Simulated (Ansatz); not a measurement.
## A computed series for Ta: pressure series

Base system: Ta in the bcc (W type) structure (space group Im-3m, No. 229).

```
CELL_PARAMETERS angstrom
     -1.65242     1.65242     1.65242
      1.65242    -1.65242     1.65242
      1.65242     1.65242    -1.65242
ATOMIC_POSITIONS crystal
  Ta 0.00000 0.00000 0.00000
```

Cell and atoms are relaxed at each pressure.

Computed with Ansatz (a first-principles code), r2SCAN, PAW, cutoff 500 eV, without spin-orbit coupling.

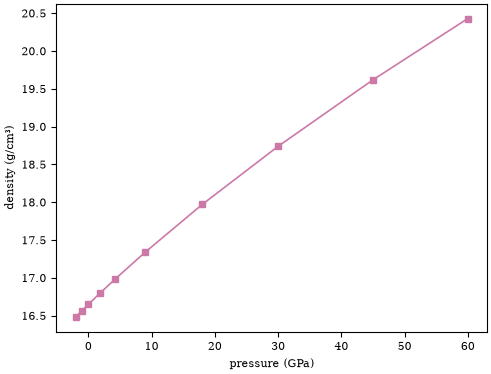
Figure. Density against pressure

### Question
From the plot, what is the density for pressure 45 GPa?

### Answer
About 19.6 g/cm³.

### Question
Is the trend monotonic over the range shown?

### Answer
Yes, it rises throughout, spanning 16.48 g/cm³ to 20.43 g/cm³.

Load acts through the strain it causes; cell and atoms are relaxed under it. Stability against distortions was not tested. No other phases were tried under pressure. All final runs are without spin polarisation.
